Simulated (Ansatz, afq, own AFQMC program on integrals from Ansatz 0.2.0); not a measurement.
# SiH4O (singlet): AFQMC on the coupled-cluster ladder, cc-pVDZ

How near does AFQMC come to the top of the ladder for SiH4O (singlet)?

Program: Ansatz 0.2.0, Gaussian basis, and an in-house AFQMC program (afq) on its integrals; all values are calculated. Level of theory: cc-pVDZ, frozen cores. These are calculated values, not measurements.

The runs, in order: PBE (unrestricted); r2SCAN (unrestricted); PBE0 (unrestricted); B3LYP (unrestricted); wB97M-V (unrestricted); B2PLYP (unrestricted); CCSD(T) on RHF; CCSDT(Q) on RHF; Phaseless AFQMC, CISD trial on RHF; Phaseless AFQMC, single-determinant trial on RHF; Free-projection AFQMC, CISD trial on RHF; UHF.

### 1 The system

The geometry is a PBE0/def2-TZVP stationary point (not a proven minimum).

6 atoms, charge 0, spin multiplicity 1.

Atoms are counted from 1 here; the program's logs count them from 0.

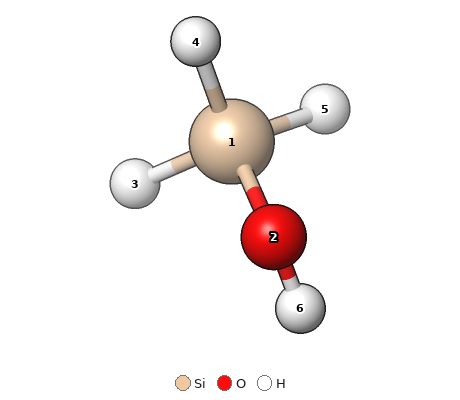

The geometry (silicon light orange, oxygen red, hydrogen white); atoms are numbered from 1 in the order of the file.

### 2 PBE (unrestricted)

File in.yaml:

```yaml
crystal:
  periodic: [false, false, false]
  atoms:
    - {symbol: Si, position_ang: [0.000000, -0.024816, 0.560007]}
    - {symbol: O, position_ang: [0.000000, 0.096617, -1.083436]}
    - {symbol: H, position_ang: [1.203564, -0.746254, 1.057763]}
    - {symbol: H, position_ang: [0.000000, 1.365115, 1.069958]}
    - {symbol: H, position_ang: [-1.203564, -0.746254, 1.057763]}
    - {symbol: H, position_ang: [0.000000, -0.714756, -1.591887]}
basis:
  gaussian: {orbitals: cc-pVDZ}
magnetization: {spin_polarized: true, initial_magnetization: 0}
hamiltonian: {xc: {name: PBE}}
output: {orbitals: {seedname: orbitals}}
```

On the command line:

```sh
ansatz run in.yaml --threads 1 --pin off --events-out ev --progress --plain --max-ram 1843MiB
```

Output:

```text
Functional definition: PBE
  name "PBE"
  cite "Perdew, Burke & Ernzerhof, Phys. Rev. Lett. 77, 3865 (1996) doi:10.1103/PhysRevLett.77.3865"
  parent pbe
  parameter kappa = 0.804
  parameter beta = 0.06672455060314922
  exchange = pbe_x(kappa = kappa, mu = beta*pi^2/3)
  correlation = pbe_c(beta = beta)
605 factors; their error is unknown
mean field evaluation 1: about -9978.9496 eV, gradient 3.7e1 eV
mean field evaluation 2: about -9956.1875 eV, gradient 8.3e1 eV
mean field evaluation 4: about -9983.6921 eV, gradient 1.7e0 eV
mean field evaluation 8: about -9983.6948 eV, gradient 1.6e-2 eV
mean field -9983.69477253 eV, -366.8940156992 hartree, gradient 8.0e-6 eV, S^2 0.000000; 0 other end points of the search recorded, 0 dependent functions left out
reference -9983.69480278 eV, -366.8940168107 hartree; 13, 13 occupied and 39, 39 virtual orbitals, 605 factors
Total energy: -9983.69480278 eV, -366.8940168107 hartree
```

It took 1.2 s on 1 thread of Arm Neoverse V1, shared host.

From the report: ⟨S²⟩ of the determinant 0.000 (pure singlet: 0.00).

### 3 r2SCAN (unrestricted)

in.yaml, as its differences from that of step 2:

```diff
@@ -12,3 +12,2 @@
 magnetization: {spin_polarized: true, initial_magnetization: 0}
-hamiltonian: {xc: {name: PBE}}
-output: {orbitals: {seedname: orbitals}}
+hamiltonian: {xc: {name: r2SCAN}}
```

Same command.

Output:

```text
Functional definition: r2SCAN
  name "r2SCAN"
  cite "Furness, Kaplan, Ning, Perdew & Sun, J. Phys. Chem. Lett. 11, 8208 (2020) doi:10.1021/acs.jpclett.0c02405"
  cite "Furness, Kaplan, Ning, Perdew & Sun, J. Phys. Chem. Lett. 11, 9248 (2020) doi:10.1021/acs.jpclett.0c03077"
  parent r2scan
  parameter k0 = 0.174
  parameter k1 = 0.065
  parameter a1 = 4.9479
  exchange = r2scan_x(k0 = k0, k1 = k1, a1 = a1)
  correlation = r2scan_c
605 factors; their error is unknown
mean field evaluation 1: about -9984.6059 eV, gradient 3.4e1 eV
mean field evaluation 2: about -9972.4018 eV, gradient 6.5e1 eV
mean field evaluation 4: about -9988.5165 eV, gradient 9.9e-1 eV
mean field evaluation 8: about -9988.5049 eV, gradient 3.6e-2 eV
mean field -9988.50487961 eV, -367.0707838738 hartree, gradient 8.0e-6 eV, S^2 0.000000; 0 other end points of the search recorded, 0 dependent functions left out
reference -9988.50488917 eV, -367.0707842251 hartree; 13, 13 occupied and 39, 39 virtual orbitals, 605 factors
Total energy: -9988.50488917 eV, -367.0707842251 hartree
```

It took 3 s on 1 thread of Arm Neoverse V1, shared host.

From the report: ⟨S²⟩ of the determinant 0.000 (pure singlet: 0.00).

### 4 PBE0 (unrestricted)

in.yaml, as its differences from that of step 3:

```diff
@@ -12,2 +12,3 @@
 magnetization: {spin_polarized: true, initial_magnetization: 0}
-hamiltonian: {xc: {name: r2SCAN}}
+hamiltonian: {xc: {name: PBE0}}
+output: {orbitals: {seedname: orbitals}}
```

The command is unchanged.

Output:

```text
Functional definition: PBE0
  name "PBE0"
  cite "Adamo & Barone, J. Chem. Phys. 110, 6158 (1999) doi:10.1063/1.478522"
  cite "Perdew, Burke & Ernzerhof, Phys. Rev. Lett. 77, 3865 (1996) doi:10.1103/PhysRevLett.77.3865"
  parent pbe
  parameter a = 0.25
  parameter kappa = 0.804
  parameter beta = 0.06672455060314922
  exchange = (1 - a)*pbe_x(kappa = kappa, mu = beta*pi^2/3) + a*exact_x
  correlation = pbe_c(beta = beta)
482 factors; integrals over basis functions are off by at most 1.4e-3 eV
mean field evaluation 1: about -9981.3579 eV, gradient 3.1e1 eV
mean field evaluation 2: about -9975.9405 eV, gradient 4.9e1 eV
mean field evaluation 4: about -9984.5970 eV, gradient 4.6e-1 eV
mean field evaluation 8: about -9984.6987 eV, gradient 1.9e-2 eV
mean field evaluation 16: about -9984.6987 eV, gradient 6.2e-5 eV
mean field -9984.69869473 eV, -366.9309091595 hartree, gradient 6.2e-5 eV, S^2 0.000000; 0 other end points of the search recorded, 0 dependent functions left out
reference -9984.69871723 eV, -366.9309099862 hartree; 13, 13 occupied and 39, 39 virtual orbitals, 482 factors
Total energy: -9984.69871723 eV, -366.9309099862 hartree
```

Wall time 1.6 s (1 thread of Arm Neoverse V1, shared host).

From the report: ⟨S²⟩ of the determinant 0.000 (pure singlet: 0.00).

### 5 B3LYP (unrestricted)

in.yaml, as its differences from that of step 4:

```diff
@@ -12,3 +12,2 @@
 magnetization: {spin_polarized: true, initial_magnetization: 0}
-hamiltonian: {xc: {name: PBE0}}
-output: {orbitals: {seedname: orbitals}}
+hamiltonian: {xc: {name: B3LYP}}
```

Launched as before.

Output, cut to the lines that bear on the results:

```text
Functional definition: B3LYP
  name "B3LYP"
  cite "Stephens, Devlin, Chabalowski & Frisch, J. Phys. Chem. 98, 11623 (1994) doi:10.1021/j100096a001"
  cite "Becke, Phys. Rev. A 38, 3098 (1988) doi:10.1103/PhysRevA.38.3098"
  cite "Lee, Yang & Parr, Phys. Rev. B 37, 785 (1988) doi:10.1103/PhysRevB.37.785"
  cite "Vosko, Wilk & Nusair, Can. J. Phys. 58, 1200 (1980) doi:10.1139/p80-159"
[...]
482 factors; integrals over basis functions are off by at most 1.4e-3 eV
[...]
mean field -9990.98311229 eV, -367.1618572450 hartree, gradient 1.3e-5 eV, S^2 0.000000; 0 other end points of the search recorded, 0 dependent functions left out
reference -9990.98332140 eV, -367.1618649298 hartree; 13, 13 occupied and 39, 39 virtual orbitals, 482 factors
Total energy: -9990.98332140 eV, -367.1618649298 hartree
```

Wall time 1.6 s (1 thread of Arm Neoverse V1, shared host).

From the report: ⟨S²⟩ of the determinant 0.000 (pure singlet: 0.00).

### 6 wB97M-V (unrestricted)

in.yaml, as its differences from that of step 5:

```diff
@@ -12,2 +12,3 @@
 magnetization: {spin_polarized: true, initial_magnetization: 0}
-hamiltonian: {xc: {name: B3LYP}}
+hamiltonian: {xc: {name: wB97M-V}}
+output: {orbitals: {seedname: orbitals}}
```

Same command.

Output, cut to the lines that bear on the results:

```text
Functional definition: wB97M-V
  name "wB97M-V"
  cite "Mardirossian & Head-Gordon, J. Chem. Phys. 144, 214110 (2016) doi:10.1063/1.4952647"
  cite "Becke, J. Chem. Phys. 107, 8554 (1997) doi:10.1063/1.475007"
  cite "Vydrov & Van Voorhis, J. Chem. Phys. 133, 244103 (2010) doi:10.1063/1.3521275"
  # Of w^i u^j: cxij and so on, Table III.
[...]
  gx(w, u) = 1 - cx + cx01*u + cx10*w
  gss(w, u) = css00 + css04*u^4 + css10*w + css20*w^2 + css43*w^4*u^3
  gos(w, u) = cos00 + cos10*w + (cos20 + cos21*u)*w^2 + (cos60 + cos61*u)*w^6
[...]
      + integral(e_c_pw_mod_opposite_spin*gos(b97_w_opposite, b97_u_opposite)) + vv10(b, c)
482 factors; integrals over basis functions are off by at most 1.4e-3 eV
168 factors; integrals over basis functions are off by at most 9.1e-6 eV
[...]
mean field -9988.78013925 eV, -367.0808994792 hartree, gradient 5.4e-5 eV, S^2 0.000000; 0 other end points of the search recorded, 0 dependent functions left out
reference -9988.78017472 eV, -367.0809007828 hartree; 13, 13 occupied and 39, 39 virtual orbitals, 482 factors
Total energy: -9988.78017472 eV, -367.0809007828 hartree
```

Run time: 7 s. Hardware: 1 thread of Arm Neoverse V1, shared host.

From the report: ⟨S²⟩ of the determinant 0.000 (pure singlet: 0.00).

### 7 B2PLYP (unrestricted)

in.yaml, as its differences from that of step 6:

```diff
@@ -12,3 +12,3 @@
 magnetization: {spin_polarized: true, initial_magnetization: 0}
-hamiltonian: {xc: {name: wB97M-V}}
-output: {orbitals: {seedname: orbitals}}
+hamiltonian: {xc: {name: B2PLYP}}
+correlation: {electrons: outside_noble_gas}
```

Same command.

Output, cut to the lines that bear on the results:

```text
Functional definition: B2PLYP
  name "B2PLYP"
  cite "Grimme, J. Chem. Phys. 124, 034108 (2006) doi:10.1063/1.2148954"
  cite "Becke, Phys. Rev. A 38, 3098 (1988) doi:10.1103/PhysRevA.38.3098"
  cite "Lee, Yang & Parr, Phys. Rev. B 37, 785 (1988) doi:10.1103/PhysRevB.37.785"
[...]
482 factors; integrals over basis functions are off by at most 1.4e-3 eV
[...]
mean field -9982.34716028 eV, -366.8444918623 hartree, gradient 5.0e-6 eV, S^2 0.000000; 0 other end points of the search recorded, 0 dependent functions left out
6 core orbitals not correlated: weight in the atoms' cores, before any rotation towards them, 1.000 or more for the frozen orbitals, at most 0.000 for the correlated occupied ones
reference -9982.34729277 eV, -366.8444967313 hartree; 7, 7 occupied and 39, 39 virtual orbitals, 482 factors
second order -9.78673985 eV of doubles, -0.00000000 eV of singles
Total energy: -9984.98971253 eV, -366.9416038664 hartree
```

Run time: 1.8 s. Hardware: 1 thread of Arm Neoverse V1, shared host.

From the report: ⟨S²⟩ of the determinant 0.000 (pure singlet: 0.00).

### 8 CCSD(T) on RHF

in.yaml, as its differences from that of step 7:

```diff
@@ -11,4 +11,3 @@
   gaussian: {orbitals: cc-pVDZ}
-magnetization: {spin_polarized: true, initial_magnetization: 0}
-hamiltonian: {xc: {name: B2PLYP}}
-correlation: {electrons: outside_noble_gas}
+magnetization: {spin_polarized: false}
+correlation: {method: ccsd_t, electrons: outside_noble_gas, hamiltonian_folder: ham}
```

The command is unchanged.

Output, cut to the lines that bear on the results:

```text
Functional definition: HF
  name "HF"
  cite "Fock, Z. Phys. 61, 126 (1930) doi:10.1007/BF01340294"
  parent pbe
[...]
482 factors; integrals over basis functions are off by at most 1.4e-3 eV
[...]
mean field -9963.51130894 eV, -366.1522870929 hartree, gradient 1.6e-6 eV, S^2 0.000000; 0 other end points of the search recorded, 0 dependent functions left out
6 core orbitals not correlated: weight in the atoms' cores, before any rotation towards them, 1.000 or more for the frozen orbitals, at most 0.000 for the correlated occupied ones
reference -9963.51130894 eV, -366.1522870929 hartree; 7, 7 occupied and 39, 39 virtual orbitals, 482 factors
second order -8.05964878 eV of doubles, -0.00000000 eV of singles
cycle   1  -8.52123345 eV  change   -4.6e-1 eV  update   6.8e-2
[...]
cycle   9  -8.82620517 eV  change   -5.2e-6 eV  update   6.2e-6
perturbative correction -0.16545692 eV, -0.0060804298 hartree
Total energy: -9972.50297104 eV, -366.4827245802 hartree
```

Run time: 0.66 s. Hardware: 1 thread of Arm Neoverse V1, shared host.

From the report: correlation -8.9917 eV; T1 0.011; largest double amplitude 0.03.

This run also writes the integrals to the folder ham.

(Part 1 of 2 ends here.)
